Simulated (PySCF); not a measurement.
**C2H3B− (SMILES [BH2-]C#C): a first try and a second**

Aim: a structure relaxation of C2H3B− at UMP2/def2-mTZVP (sfX2C).

Program for the calculation: PySCF 2.14.0.

1 further run of the same task is left out (it didn't finish).

### Step 1. The molecule

C2H3B− has 6 atoms, charge -1, and is taken as a doublet. SMILES: `[BH2-]C#C`. The coordinates come from a GFN2-xTB relaxation. The run starts from this shape.

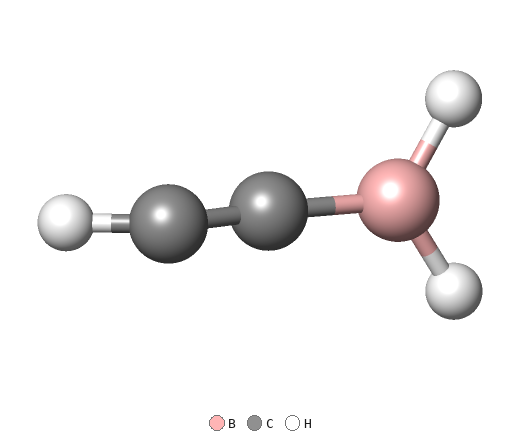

Viewed from a chosen angle; boron pink, carbon grey, hydrogen white.

### Step 2. Try one

calc.py reads:

```python
# [BH2-]C#C
from pyscf import gto, mp
from pyscf.geomopt.geometric_solver import kernel as optimise

mol = gto.M(
    atom='''
B     -0.791940     0.490860    -0.562860
C      0.278910    -0.170930     0.184940
C      1.317630    -0.705910     0.621920
H     -1.626060    -0.143190    -1.186300
H     -0.929720     1.701840    -0.551890
H      1.751180    -1.172680     1.494200
''',
    max_memory=1860,
    charge=-1,
    verbose=3,
    basis='def2-mtzvp',
    spin=1,
)

myscf = mol.UHF()
myscf = myscf.sfx2c1e()
myscf.kernel()
if not myscf.converged:
    myscf = myscf.newton().run(myscf.mo_coeff, myscf.mo_occ)
pt = mp.MP2(myscf, frozen=12).run()
converged, mol_eq = optimise(pt, maxsteps=30, convergence_set='NWCHEM_LOOSE')
print('converged:', converged)
print(mol_eq.tostring())

myscf.reset(mol_eq)
mol = mol_eq
myscf.kernel()
if not myscf.converged:
    myscf = myscf.newton().run(myscf.mo_coeff, myscf.mo_occ)
pt = mp.MP2(myscf, frozen=12).run()
etot = pt.e_tot
print(f'total energy: {etot:.8f} hartree')
```

Started as:

```
OMP_NUM_THREADS=1 python calc.py
```

The log of the run:

```text
converged SCF energy = -102.134508618201  <S^2> = 0.94425987  2S+1 = 2.185644
ValueError: negative dimensions are not allowed
```

It took 1.8 s on 1 thread of Arm Neoverse V1, shared host; peak memory 0.15 GiB.

### Step 3. Reading the log

The job broke off with an error.

The log says `ValueError: negative dimensions are not allowed`. The fault: too many or the wrong orbitals are frozen. To mend it: frozen core orbitals 3 in place of 12.

### Step 4. The mended input

calc.py reads:

```python
# [BH2-]C#C
from pyscf import gto, scf, mp
from pyscf.geomopt.geometric_solver import kernel as optimise

mol = gto.M(
    atom='''
B   -0.791940   0.490860  -0.562860
C    0.278910  -0.170930   0.184940
C    1.317630  -0.705910   0.621920
H   -1.626060  -0.143190  -1.186300
H   -0.929720   1.701840  -0.551890
H    1.751180  -1.172680   1.494200
''',
    basis='def2-mtzvp',
    spin=1,
    verbose=3,
    max_memory=1860,
    charge=-1,
)

calc0 = scf.UHF(mol)
calc0 = calc0.x2c()
calc0.kernel()
if not calc0.converged:
    calc0 = calc0.newton().run(calc0.mo_coeff, calc0.mo_occ)
pt = mp.MP2(calc0, frozen=3).run()
converged, mol_eq = optimise(pt, maxsteps=50, convergence_set='NWCHEM_LOOSE')
print('converged:', converged)
print(mol_eq.tostring())

calc0.reset(mol_eq)
mol = mol_eq
calc0.kernel()
if not calc0.converged:
    calc0 = calc0.newton().run(calc0.mo_coeff, calc0.mo_occ)
pt = mp.MP2(calc0, frozen=3).run()
e_tot = pt.e_tot
print(f'total energy: {e_tot:.8f} hartree')
```

Started as:

```
OMP_NUM_THREADS=1 python calc.py
```

The log of the run:

```text
converged SCF energy = -102.134508618201  <S^2> = 0.94425987  2S+1 = 2.185644
E(UMP2) = -102.460953430509  E_corr = -0.326444812307496
E(SCS-UMP2) = -102.45465447317  E_corr = -0.32014585496907

convergence_set           NWCHEM_LOOSE
maxiter                   50
----------------------------------------------------------
Custom engine selected.
Bonds will be generated from interatomic distances less than 1.20 times sum of covalent radii
18 internal coordinates being used (instead of 18 Cartesians)
Internal coordinate system (atoms numbered from 1):
Distance 1-2
Distance 1-4
Distance 1-5
Distance 2-3
Distance 3-6
Angle 2-1-5
Angle 4-1-5
Angle 2-3-6
LinearAngleX 1-2-3
LinearAngleY 1-2-3
Out-of-Plane 1-2-4-5
Dihedral 4-1-3-6
Dihedral 5-1-3-6
Translation-X 1-6
Translation-Y 1-6
Translation-Z 1-6
Rotation-A 1-6
Rotation-B 1-6
Rotation-C 1-6
> ===== Optimization Info: ====
> Job type: Energy minimization
> Maximum number of optimization cycles: 50
> Initial / maximum trust radius (Angstrom): 0.100 / 0.300
> Convergence Criteria:
> Will converge when all 5 criteria are reached:
>  |Delta-E| < 1.00e-06
>  RMS-Grad  < 3.00e-03
>  Max-Grad  < 4.50e-03
>  RMS-Disp  < 3.60e-03
>  Max-Disp  < 5.40e-03
> === End Optimization Info ===

[... 10 lines left out ...]
WARN: Mole.unit (angstrom) is changed to Bohr
[... 14 lines left out ...]
Step    0 : Gradient = 2.929e-02/5.380e-02 (rms/max) Energy = -102.4609538483
[... 36 lines left out ...]
converged SCF energy = -102.136228010863  <S^2> = 0.88398017  2S+1 = 2.1297701
[... 49 lines left out ...]
converged SCF energy = -102.137023279459  <S^2> = 0.85322738  2S+1 = 2.1006926
[... 49 lines left out ...]
converged SCF energy = -102.137170546863  <S^2> = 0.85207152  2S+1 = 2.0995919
[... 49 lines left out ...]
converged SCF energy = -102.137165197534  <S^2> = 0.85229129  2S+1 = 2.0998012
[... 51 lines left out ...]
converged SCF energy = -102.137165960756  <S^2> = 0.85229918  2S+1 = 2.0998087
[... 51 lines left out ...]
converged SCF energy = -102.137167048464  <S^2> = 0.8523401  2S+1 = 2.0998477
[... 51 lines left out ...]
converged SCF energy = -102.137165123768  <S^2> = 0.8523572  2S+1 = 2.099864
[... 40 lines left out ...]
Converged! =D
[... 1 line left out ...]
converged: True
B          -0.83843241        0.51525383       -0.58086979
C           0.27403490       -0.17328744        0.20382541
C           1.19653105       -0.71733153        0.77634110
H          -1.61544211       -0.13820550       -1.22163956
H          -0.91844762        1.71314885       -0.58517732
H           1.90175620       -1.19958821        1.40753016
converged SCF energy = -102.137164445067  <S^2> = 0.8523234  2S+1 = 2.0998318
E(UMP2) = -102.467169595383  E_corr = -0.330005150315769
E(SCS-UMP2) = -102.461591621563  E_corr = -0.324427176495265
total energy: -102.46716960 hartree
```

Run time: 99 s. Hardware: 1 thread of Arm Neoverse V1, shared host; peak memory 0.33 GiB.

The path in brief:

| step | energy from the first frame kept (eV) | largest force (eV/Å) |
| --- | --- | --- |
| 0 | 0.0000 | 2.7667 |
| 1 | -0.0644 | 0.7145 |
| 2 | -0.1101 | 0.6489 |
| 3 | -0.1495 | 1.3455 |
| 4 | -0.1628 | 0.3793 |
| 5 | -0.1685 | 0.1828 |
| 6 | -0.1690 | 0.0587 |
| 7 | -0.1694 | 0.0229 |
| 8 | -0.1691 | 0.0073 |
| 9 | -0.1692 | 0.0091 |
| 10 | -0.1692 | 0.0126 |
| 11 | -0.1693 | 0.0167 |
| 12 | -0.1693 | 0.0189 |
| 13 | -0.1692 | 0.0146 |
| 14 | -0.1691 | 0.0115 |
| 15 | -0.1691 | 0.0095 |

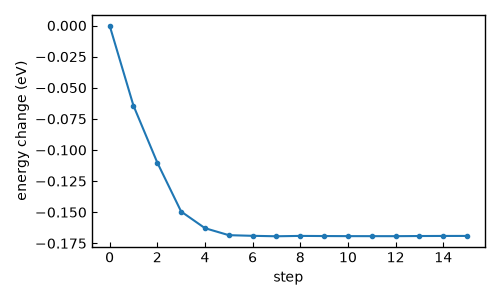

Energy along the run.

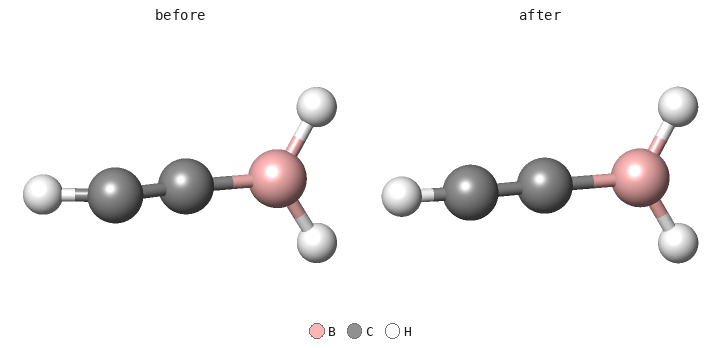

Before and after, at one scale.

After the run. Bond lengths: B1–C2 1.526 Å, C2–C3 1.214 Å, B1–H4 1.201 Å, B1–H5 1.201 Å, C3–H6 1.062 Å. Angles: B1–C2–C3 177.0°, C2–B1–H4 120.1°, C2–B1–H5 120.1°, C2–C3–H6 171.1°, H4–B1–H5 119.9°.

### Step 5. Results

Level: UMP2/def2-mTZVP (sfX2C).

```
                                                  quantity          value
                                   total energy at the end  -102.46717 Eh
HOMO energy (Hartree–Fock orbitals) (highest over α and β)       -0.52 eV
 LUMO energy (Hartree–Fock orbitals) (lowest over α and β)        8.00 eV
               correlation energy (3 core orbitals frozen)     -330.0 mEh
                         ⟨S²⟩ of the reference determinant          0.852
```

**Reading.** ⟨S²⟩ is 0.85 where a pure doublet has 0.75: the reference is spin-contaminated. The optimisation took 15 steps and changed the energy by -0.169 eV. Mulliken charges of the mean-field density run from -0.50 on C3 to +0.21 on H6; they depend strongly on the basis.
